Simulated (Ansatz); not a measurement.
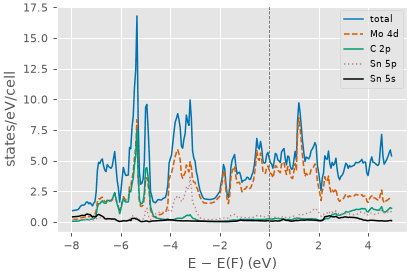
Figure. Total and projected density of states of SnMo₂C in space group P6_3/mmc (No. 194; Sn on 2d, Mo on 4f, C on 2a), the program Ansatz at the r²SCAN level (PAW)

Task: Which orbitals carry the states next to the Fermi level?

Result: Within 0.5 eV of the Fermi level: Mo 4d 83 %, Sn 5p 7 %. Projections are on Löwdin-orthogonalised atomic valence shells; empty p or d shells of many metals are not among them.

Task: Where is the tallest occupied peak in this window, and what makes it?

Result: Near -5.3 eV, about 17 states/eV per cell; the largest projected share is Mo 4d.

The start of the workflow was typed in or built on a structure type; neither database checked (COD, Materials Project) lists it. Its standing as an ambient phase is unchecked. The cell was relaxed with r²SCAN under the symmetry of its start; whether a distortion lowers the energy is not shown. No spin polarisation was allowed. Scalar-relativistic: spin–orbit coupling is off unless named, which matters more the heavier the elements.

Potentials: the later of the program's two PAW sets.
